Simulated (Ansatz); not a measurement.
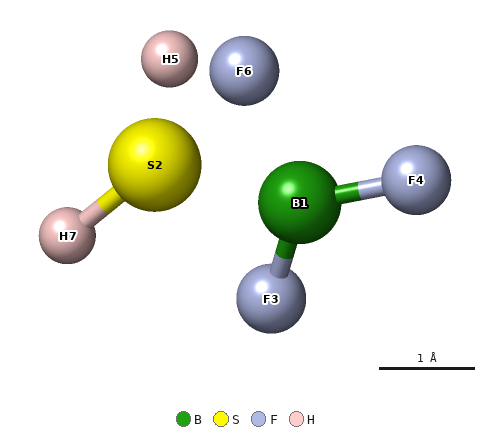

Fig. 1: The starting structure (ball-and-stick view, seen at a tilt; atoms are numbered from 1 in the order of the input). Bond lengths as drawn: B–F 1.30 to 1.31 Å and H–S 1.33 Å.

Geometry relaxation of BH2SF3

BH2SF3, computed with RKS BLYP-D4/def2-SVP (Ansatz 0.2.0).

The input holds or restrains some coordinates. It belongs to a series of runs on one base structure; here: pulled along the bonds that form and break, towards end A. Figures and captions count atoms from 1; the log counts them from 0 in places.

## Output
```
The last accepted step is kept in [file] (removed where the run ends without a failure and the disk answers)
Engine: ansatz 0.2.0, aarch64-unknown-linux-gnu
Functional definition: BLYP
  parameter beta = 0.0042
  parameter a = 0.04918
  parameter b = 0.132
  parameter c = 0.2533
  parameter d = 0.349
  exchange = b88_x(beta = beta)
  correlation = lyp_c(a = a, b = b, c = c, d = d)
919 factors; their error is unknown
mean field evaluation 1: about -19683.8700 eV, gradient 4.6e1 eV
mean field evaluation 2: about -19676.7310 eV, gradient 8.4e1 eV
mean field evaluation 4: about -19686.9226 eV, gradient 4.0e0 eV
mean field evaluation 8: about -19686.9007 eV, gradient 1.1e-1 eV
mean field evaluation 16: about -19686.9007 eV, gradient 5.0e-5 eV
mean field -19686.90070574 eV, -723.4802566752 hartree, gradient 5.0e-5 eV, S^2 0.000000; 0 other end points of the search recorded, 0 dependent functions left out
the calculation of the forces begins
reference -19686.90096815 eV, -723.4802663189 hartree; 25, 25 occupied and 59, 59 virtual orbitals, 919 factors
relax step   1: F+E_penalty+E_count = -19687.17933050 eV  Δ(F+E_penalty+E_count) = +0.000e0 eV  max|allowed force component| = 1.704e0 eV/Å  E_restraint = 30.25112915 eV  max|allowed force component, restraints' pulls added| = 2.958e1 eV/Å  Δτ_max = 0.0000 Å  (27 SCF iters, accepted)
  distance B 0 - F 5 = 1.6826 Å
  distance H 4 - S 1 = 1.7899 Å
  distance B 0 - S 1 = 2.2048 Å
  distance H 4 - F 5 = 1.2041 Å
these checks for a lower state are left out or cut short: starts, cluster_reference, orbital_swaps, neighbouring_geometries, increment
919 factors; their error is unknown
mean field -19686.97300466 eV, -723.4829136115 hartree, gradient 6.8e-6 eV, S^2 0.000000; 0 other end points of the search recorded, 0 dependent functions left out
the calculation of the forces begins
reference -19686.97326676 eV, -723.4829232436 hartree; 25, 25 occupied and 59, 59 virtual orbitals, 919 factors
relax step   2: F+E_penalty+E_count = -19687.25180246 eV  Δ(F+E_penalty+E_count) = -7.247e-2 eV  max|allowed force component| = 1.697e0 eV/Å  E_restraint = 13.18881443 eV  max|allowed force component, restraints' pulls added| = 2.053e1 eV/Å  Δτ_max = 0.1949 Å  (32 SCF iters, accepted)
  distance B 0 - F 5 = 1.9972 Å
  distance H 4 - S 1 = 2.1232 Å
  distance B 0 - S 1 = 2.1163 Å
  distance H 4 - F 5 = 1.0582 Å
these checks for a lower state are left out or cut short: starts, cluster_reference, orbital_swaps, neighbouring_geometries, increment
919 factors; their error is unknown
mean field -19687.15694209 eV, -723.4896731876 hartree, gradient 8.7e-5 eV, S^2 0.000000; 0 other end points of the search recorded, 0 dependent functions left out
the calculation of the forces begins
reference -19687.15720493 eV, -723.4896828469 hartree; 25, 25 occupied and 59, 59 virtual orbitals, 919 factors
relax step   3: F+E_penalty+E_count = -19687.43704515 eV  Δ(F+E_penalty+E_count) = -1.852e-1 eV  max|allowed force component| = 1.451e0 eV/Å  E_restraint = 3.48605332 eV  max|allowed force component, restraints' pulls added| = 1.089e1 eV/Å  Δτ_max = 0.1950 Å  (30 SCF iters, accepted)
  distance B 0 - F 5 = 2.3389 Å
  distance H 4 - S 1 = 2.3802 Å
  distance B 0 - S 1 = 2.0119 Å
  distance H 4 - F 5 = 0.9189 Å
these checks for a lower state are left out or cut short: starts, cluster_reference, orbital_swaps, neighbouring_geometries, increment
919 factors; their error is unknown
mean field evaluation 32: about -19687.3155 eV, gradient 3.1e-1 eV
mean field -19687.26274654 eV, -723.4935614292 hartree, gradient 5.9e-5 eV, S^2 0.000000; 0 other end points of the search recorded, 0 dependent functions left out
the calculation of the forces begins
reference -19687.26301108 eV, -723.4935711510 hartree; 25, 25 occupied and 59, 59 virtual orbitals, 919 factors
relax step   4: F+E_penalty+E_count = -19687.53403426 eV  Δ(F+E_penalty+E_count) = -9.699e-2 eV  max|allowed force component| = 1.491e0 eV/Å  E_restraint = 0.09265312 eV  max|allowed force component, restraints' pulls added| = 1.963e0 eV/Å  Δτ_max = 0.1944 Å  (32 SCF iters, accepted)
  distance B 0 - F 5 = 2.6475 Å
  distance H 4 - S 1 = 2.6214 Å
  distance B 0 - S 1 = 1.8943 Å
  distance H 4 - F 5 = 0.9075 Å
these checks for a lower state are left out or cut short: starts, cluster_reference, orbital_swaps, neighbouring_geometries, increment
919 factors; their error is unknown
mean field -19687.34430071 eV, -723.4965584897 hartree, gradient 6.6e-5 eV, S^2 0.000000; 0 other end points of the search recorded, 0 dependent functions left out
the calculation of the forces begins
reference -19687.34456251 eV, -723.4965681109 hartree; 25, 25 occupied and 59, 59 virtual orbitals, 919 factors
relax step   5: F+E_penalty+E_count = -19687.61286298 eV  Δ(F+E_penalty+E_count) = -7.883e-2 eV  max|allowed force component| = 1.198e0 eV/Å  E_restraint = 0.04968526 eV  max|allowed force component, restraints' pulls added| = 1.311e0 eV/Å  Δτ_max = 0.1999 Å  (30 SCF iters, accepted)
  distance B 0 - F 5 = 2.6794 Å
  distance H 4 - S 1 = 2.6406 Å
  distance B 0 - S 1 = 1.8811 Å
  distance H 4 - F 5 = 0.9238 Å
these checks for a lower state are left out or cut short: starts, cluster_reference, orbital_swaps, neighbouring_geometries, increment
919 factors; their error is unknown
mean field -19687.37802097 eV, -723.4977976865 hartree, gradient 7.9e-5 eV, S^2 0.000000; 0 other end points of the search recorded, 0 dependent functions left out
the calculation of the forces begins
reference -19687.37828522 eV, -723.4978073974 hartree; 25, 25 occupied and 59, 59 virtual orbitals, 919 factors
relax step   6: F+E_penalty+E_count = -19687.64635768 eV  Δ(F+E_penalty+E_count) = -3.349e-2 eV  max|allowed force component| = 7.392e-1 eV/Å  E_restraint = 0.05255741 eV  max|allowed force component, restraints' pulls added| = 1.071e0 eV/Å  Δτ_max = 0.1341 Å  (31 SCF iters, accepted)
  distance B 0 - F 5 = 2.7011 Å
  distance H 4 - S 1 = 2.6563 Å
  distance B 0 - S 1 = 1.8758 Å
  distance H 4 - F 5 = 0.9366 Å
these checks for a lower state are left out or cut short: starts, cluster_reference, orbital_swaps, neighbouring_geometries, increment
919 factors; their error is unknown
mean field -19687.39824961 eV, -723.4985410754 hartree, gradient 1.8e-5 eV, S^2 0.000000; 0 other end points of the search recorded, 0 dependent functions left out
the calculation of the forces begins
reference -19687.39851455 eV, -723.4985508115 hartree; 25, 25 occupied and 59, 59 virtual orbitals, 919 factors
relax step   7: F+E_penalty+E_count = -19687.66605696 eV  Δ(F+E_penalty+E_count) = -1.970e-2 eV  max|allowed force component| = 1.022e0 eV/Å  E_restraint = 0.02733641 eV  max|allowed force component, restraints' pulls added| = 9.375e-2 eV/Å  Δτ_max = 0.0978 Å  (29 SCF iters, accepted)
  distance B 0 - F 5 = 2.7089 Å
  distance H 4 - S 1 = 2.6555 Å
  distance B 0 - S 1 = 1.8739 Å
  distance H 4 - F 5 = 0.9193 Å
919 factors; their error is unknown
mean field evaluation 64: about -19687.4499 eV, gradient 1.5e-1 eV
```

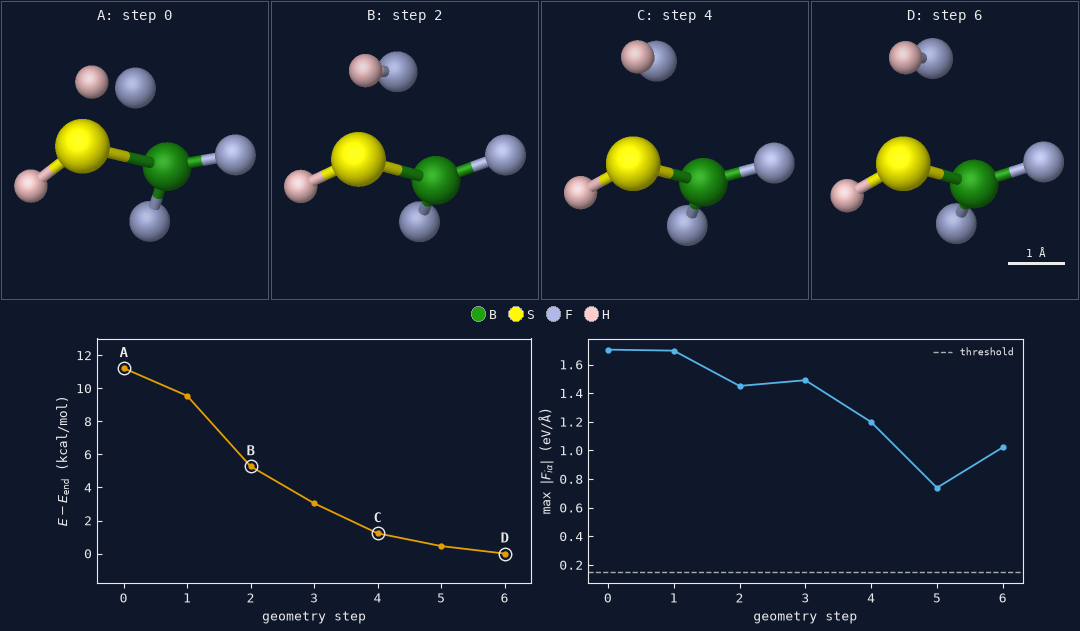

Fig. 2: Frames of the restrained relaxation (ball-and-stick view, seen at a tilt) above the curves, on which the letters mark them (the first geometry is step 0 here and step 1 in the log).

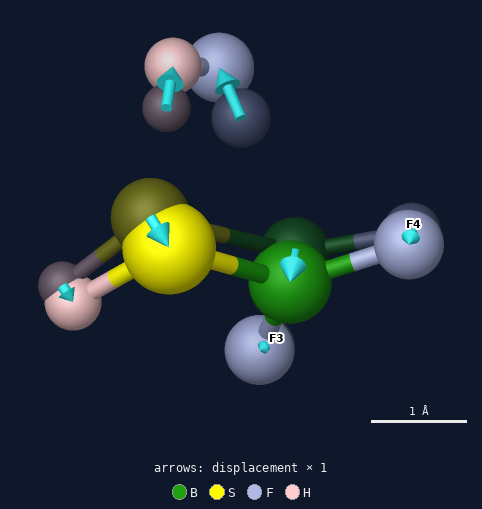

Fig. 3: Start (faint) and end (solid) with the displacements as teal arrows, at true length (ball-and-stick view, seen at a tilt). The two geometries are laid on each other by the best rigid fit. The largest move after the best rigid fit is that of F6, 0.63 Å. By element the largest moves are F 0.63 Å, H 0.59 Å, B 0.46 Å, S 0.38 Å. Distances before and after: B1–S2 2.205 → 1.874 Å, H5–F6 1.204 → 0.919 Å, S2–H7 1.330 → 1.361 Å, B1–F4 1.303 → 1.326 Å. New bonds form: H5–F6 (1.20 → 0.92 Å). Among the angles that change: S2–B1–F3 113.1° → 120.7°, S2–B1–F4 114.8° → 118.8°. The energy falls by 11.2 kcal/mol in 6 geometry steps. The largest force component goes from 1.7 to 1 eV/Å. (Atoms are counted from 1 in the order of the input.)

```
mean field -19687.39824961 eV, -723.4985410754 hartree, gradient 1.8e-5 eV, S^2 0.000000; 1 other end points of the search recorded, 0 dependent functions left out
the calculation of the forces begins
reference -19687.39851455 eV, -723.4985508115 hartree; 25, 25 occupied and 59, 59 virtual orbitals, 919 factors
Total energy: -19687.66632189 eV, -723.5083925501 hartree
Atom 0 at    -0.539824     0.028721    -0.736322 Å, force     0.444820     0.343362     0.177914 eV/Å
Atom 1 at     0.884612     1.219209    -0.481129 Å, force    -0.492677    -0.392547     0.060444 eV/Å
Atom 2 at    -0.316310    -1.224681    -1.109811 Å, force    -0.036853    -0.034405    -0.043052 eV/Å
Atom 3 at    -1.780255     0.483033    -0.619738 Å, force    -0.000497    -0.002253    -0.017745 eV/Å
Atom 4 at     0.267908    -0.040005     1.774061 Å, force     0.856459     1.021621    -0.194369 eV/Å
Atom 5 at    -0.341240    -0.723260     1.858538 Å, force    -0.846774    -0.926205     0.063084 eV/Å
Atom 6 at     1.825010     0.256982    -0.685700 Å, force     0.075523    -0.009572    -0.046276 eV/Å
Dipole moment:     0.421588     0.171584    -0.045581 e Å
```

## Trajectory as extended XYZ (Å, eV, eV/Å), 7 frames, from step=1 to step=7
```
7
Properties=species:S:1:pos:R:3:forces:R:3 step=1 energy=-19687.17933
B    -0.6906   -0.1956   -0.3685    1.6593   0.5084   1.7044
S     1.0172    1.1777   -0.1260   -1.4614  -0.1274   0.6477
F    -0.3945   -1.2649   -1.0621    0.3564  -0.8618  -0.7091
F    -1.8510    0.3880   -0.4723   -0.9991   0.7564  -0.1277
H     0.4604    0.2104    1.2733   -0.4545  -0.0809  -0.9833
F    -0.4498   -0.5776    1.2524    0.3141   0.4488  -0.2798
H     1.9082    0.2620   -0.4969    0.5853  -0.6435  -0.2521
7
Properties=species:S:1:pos:R:3:forces:R:3 step=2 energy=-19687.25180
B    -0.6370   -0.1028   -0.5014    1.4075   0.7776   0.4635
S     0.9969    1.2239   -0.2793   -1.6973  -0.8798   0.1181
F    -0.3924   -1.2695   -1.0731    0.1826  -0.1213  -0.1391
F    -1.8573    0.3951   -0.4792   -0.0703   0.3424   0.0122
H     0.3857    0.0974    1.4135   -1.6163  -1.1873  -0.2831
F    -0.4086   -0.6018    1.4189    1.5672   1.3564  -0.0064
H     1.9126    0.2576   -0.4994    0.2266  -0.2880  -0.1652
7
Properties=species:S:1:pos:R:3:forces:R:3 step=3 energy=-19687.43704
B    -0.5909   -0.0070   -0.6649    0.6478   0.0895   0.6464
S     0.9646    1.2407   -0.3969   -1.4506  -1.1119  -0.2610
F    -0.3905   -1.2669   -1.0693    0.2050   0.6527  -0.1103
F    -1.8512    0.3967   -0.4762    0.7556   0.3141  -0.3098
H     0.3170   -0.0011    1.5276    1.1888   1.2217  -0.1033
F    -0.3609   -0.6192    1.5808   -1.1814  -1.2001   0.2712
H     1.9118    0.2568   -0.5013   -0.1650   0.0340  -0.1333
7
Properties=species:S:1:pos:R:3:forces:R:3 step=4 energy=-19687.53403
B    -0.5548    0.0493   -0.7719    0.2930  -0.2998   0.8559
S     0.9038    1.2345   -0.5354   -0.4567  -0.6475  -0.0047
F    -0.3743   -1.2292   -1.0911    0.3073   0.1314  -0.3086
F    -1.8038    0.4239   -0.5126    0.2407   0.5213  -0.3373
H     0.2960   -0.0579    1.6628    1.4103   1.4907  -0.2519
F    -0.3541   -0.6827    1.7644   -1.3813  -1.4064   0.2577
H     1.8871    0.2621   -0.5163   -0.4134   0.2104  -0.2110
7
Properties=species:S:1:pos:R:3:forces:R:3 step=5 energy=-19687.61286
B    -0.5279    0.0396   -0.7072   -0.0522   0.4280  -0.4088
S     0.8936    1.2513   -0.4838   -0.3598  -1.1984   0.1214
F    -0.3175   -1.1960   -1.1543    0.2052   0.0203   0.1955
F    -1.7882    0.4642   -0.6448    0.1507   0.1104   0.2297
H     0.2347    0.0345    1.7653    0.5697   0.9467  -0.1279
F    -0.2335   -0.7590    1.8334   -0.5562  -0.8283  -0.0165
H     1.7387    0.1653   -0.6088    0.0426   0.5213   0.0067
7
Properties=species:S:1:pos:R:3:forces:R:3 step=6 energy=-19687.64636
B    -0.5366    0.0464   -0.7506    0.1110   0.0514   0.2704
S     0.8879    1.2434   -0.5126   -0.3542  -0.7392   0.0737
F    -0.3348   -1.2108   -1.1287    0.2617  -0.0215  -0.0769
F    -1.7931    0.4406   -0.5904    0.0706   0.3379  -0.0519
H     0.3170   -0.0505    1.7358    0.1772   0.2969  -0.0866
F    -0.3525   -0.6973    1.8395   -0.1622  -0.1908  -0.0248
H     1.8121    0.2282   -0.5932   -0.1040   0.2653  -0.1039
7
Properties=species:S:1:pos:R:3:forces:R:3 step=7 energy=-19687.66606
B    -0.5398    0.0287   -0.7363    0.4448   0.3434   0.1779
S     0.8846    1.2192   -0.4811   -0.4927  -0.3925   0.0604
F    -0.3163   -1.2247   -1.1098   -0.0369  -0.0344  -0.0431
F    -1.7803    0.4830   -0.6197   -0.0005  -0.0023  -0.0177
H     0.2679   -0.0400    1.7741    0.8565   1.0216  -0.1944
F    -0.3412   -0.7233    1.8585   -0.8468  -0.9262   0.0631
H     1.8250    0.2570   -0.6857    0.0755  -0.0096  -0.0463
```

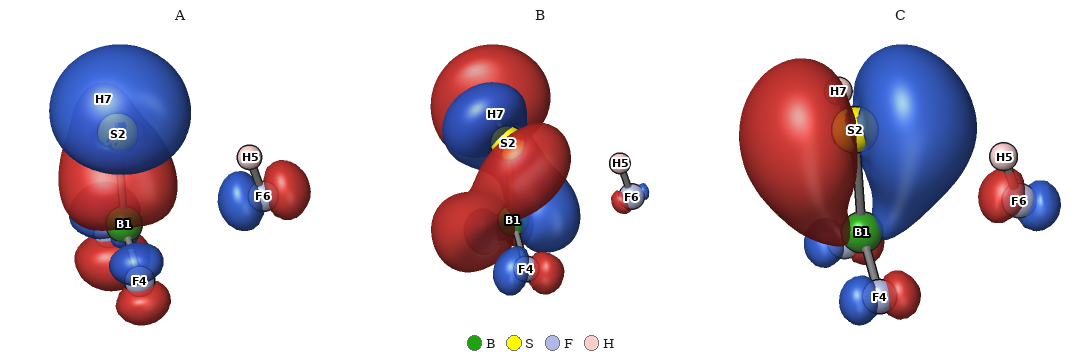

Fig. 4: Three frontier orbitals at ±0.1 Å⁻³ᐟ² (blue and red are the two phases). A is the HOMO−1 (−8.42 eV). C is the HOMO (−6.91 eV). B is the LUMO (−0.51 eV). It lies mainly on S2 (35 %), B1 (30 %) and H7 (25 %). The HOMO–LUMO gap is 6.40 eV between the orbital energies.

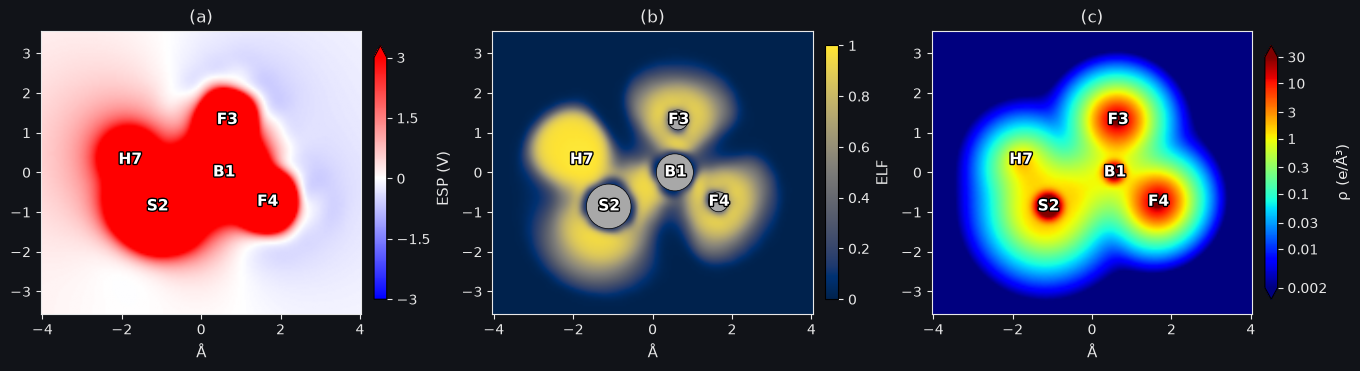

Fig. 5: (a) electrostatic potential; (b) ELF; (c) total electron density on the plane of atoms S2, B1 and F4. Grey discs, where drawn, cover atomic cores. The section cuts through B, S, F and H sites. B–S (1.87 Å): ρ is about 1.1 e/Å³ halfway, with its minimum of 0.97 e/Å³ about 0.6 Å from B; the ELF peaks at about 0.95 between the atoms (a covalent bond).

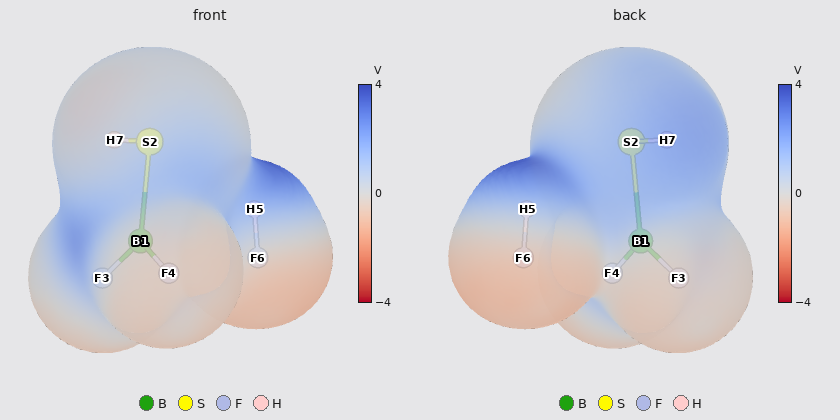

Fig. 6: The molecular electrostatic potential painted on the density surface at 0.004 e/bohr³, seen at a tilt and from behind; red is negative and blue positive.

The run was set up as follows.

## Input file
```yaml
crystal:
  periodic: [false, false, false]
  atoms:
    - { symbol: B, position_ang: [-0.6906, -0.1956, -0.3685] }
    - { symbol: S, position_ang: [1.0172, 1.1777, -0.126] }
    - { symbol: F, position_ang: [-0.3945, -1.2649, -1.0621] }
    - { symbol: F, position_ang: [-1.851, 0.388, -0.4723] }
    - { symbol: H, position_ang: [0.4604, 0.2104, 1.2733] }
    - { symbol: F, position_ang: [-0.4498, -0.5776, 1.2524] }
    - { symbol: H, position_ang: [1.9082, 0.262, -0.4969] }
basis:
  gaussian: { orbitals: def2-SVP }
hamiltonian:
  xc: blyp
  dispersion: d4
relax:
  f_tol: 0.15
  max_steps: 25
  restrain:
    - { distance: [0, 5], at: 2.71, k: 30.0 }
    - { distance: [4, 1], at: 2.66, k: 30.0 }
    - { distance: [0, 1], at: 1.89, k: 30.0 }
    - { distance: [4, 5], at: 0.88, k: 30.0 }
output:
  orbitals: {}
```

Run as:
```bash
ansatz run input.yaml --threads 2 --pin off --max-ram 3072MiB --backend cpu --events-out ev --progress --plain --runs-dir out
```

## Summary

```tsv
quantity	value
outcome	converged under the restraints of the input
total energy	−19687.6663 eV
mean-field energy	−19687.3985 eV
largest force (length of the vector) at the end, held atoms and coordinates included	1.347 eV/Å
hardware	2 threads of Arm Neoverse N1, 24 GiB of memory available, shared host
wall time	16 s (CPU time 30 s)
peak memory	0.12 GiB
```
